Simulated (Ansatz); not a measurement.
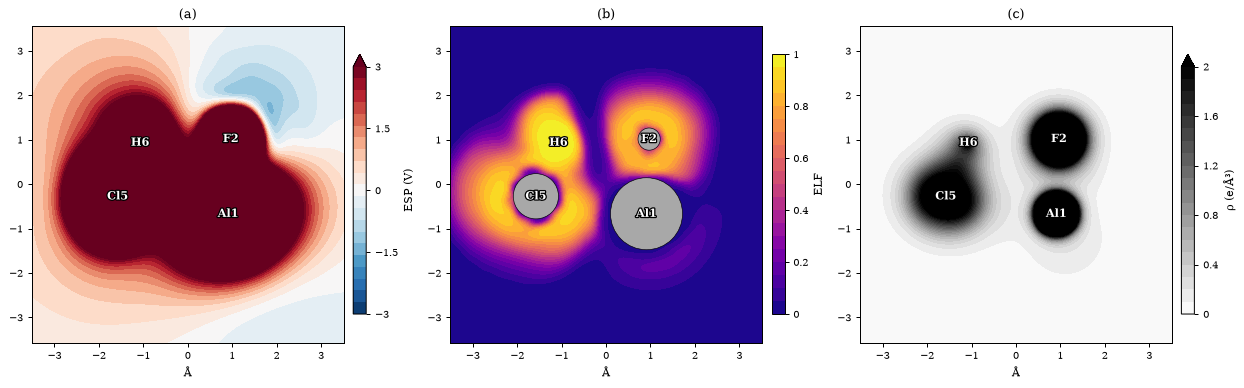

*AlCl$_{3}$FH. (a) molecular electrostatic potential; (b) electron localisation function; (c) electron density on the plane of atoms F2, Al1 and Cl5. Grey discs cover the atomic cores in the ELF map.*

All numbers below come from Ansatz, RKS PBE0-D4/def2-SVP.

```yaml
atoms:
  - { symbol: Al, position_ang: [0.0149, -0.0480, 0.0189] }
  - { symbol: F, position_ang: [0.0178, 0.3320, 1.6567] }
  - { symbol: Cl, position_ang: [1.8200, 0.1427, -1.0084] }
  - { symbol: Cl, position_ang: [-1.8075, 0.0806, -0.9874] }
  - { symbol: Cl, position_ang: [0.0601, -2.4161, 0.8828] }
  - { symbol: H, position_ang: [0.0536, -1.6920, 1.9676] }
```

Q: What does the map show?

A: The plane passes through Al, F, Cl and H nuclei. Al–F (1.68 Å): the density is about 0.77 e/Å³ at the midpoint; the ELF peaks at about 0.85 in the valence shell of F, 0.6 Å from its nucleus, and is about 0.30 at the midpoint. Cl–H (1.30 Å): ρ at the midpoint is about 1.9 e/Å³; the ELF climbs to about 1 towards the hydrogen, as it does in any bond to H (a covalent bond by its length). The ELF also peaks beside Cl5 and F2, away from the bonds: lone-pair regions. Outside the dense part of the molecule the potential is most negative (−1.3 V) near F2.
